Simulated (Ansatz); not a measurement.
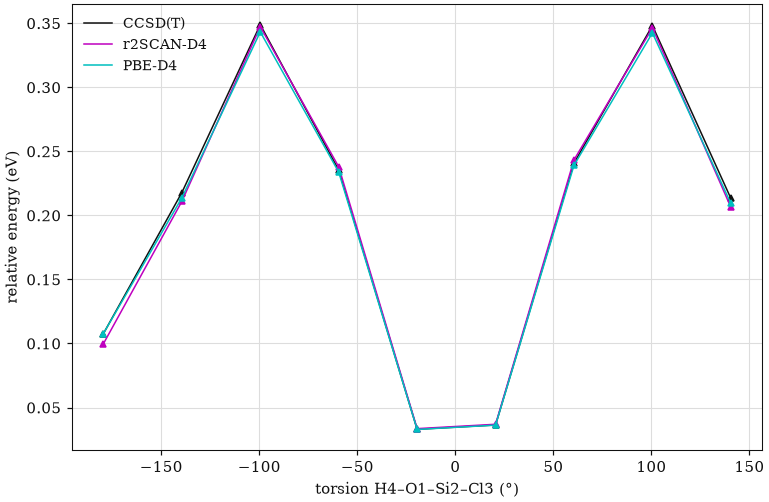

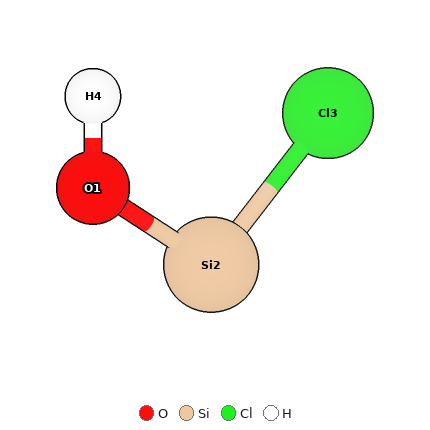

Rigid scan of the torsion H4–O1–Si2–Cl3 in SiHOCl, SMILES O[Si]Cl. The Ansatz code 0.2.0, def2-TZVPP, cores frozen in correlated methods. A torsion is scanned from the minimum (PBE0-D4/def2-TZVP); energies less that of the minimum at the same level; relaxed scans hold all four atoms in place. Straight lines join the computed points.

**How far can the coupled-cluster curve be trusted along the scan?**

The calculation's T1 diagnostic reaches at most 0.014 (at −140°), under the customary mark of 0.02, so it gives no sign of multireference character.

**Give the values at the computed points.**

In eV:
```tsv
torsion H4–O1–Si2–Cl3 (°)	CCSD(T)	r2SCAN-D4	PBE-D4
−180	0.108	0.100	0.108
−140	0.218	0.211	0.214
−100	0.349	0.347	0.343
−60	0.235	0.238	0.234
−20	0.033	0.034	0.033
21	0.036	0.037	0.036
61	0.241	0.243	0.239
101	0.348	0.346	0.342
141	0.213	0.206	0.209
```

Caveats: restricted reference unstable towards unrestricted.
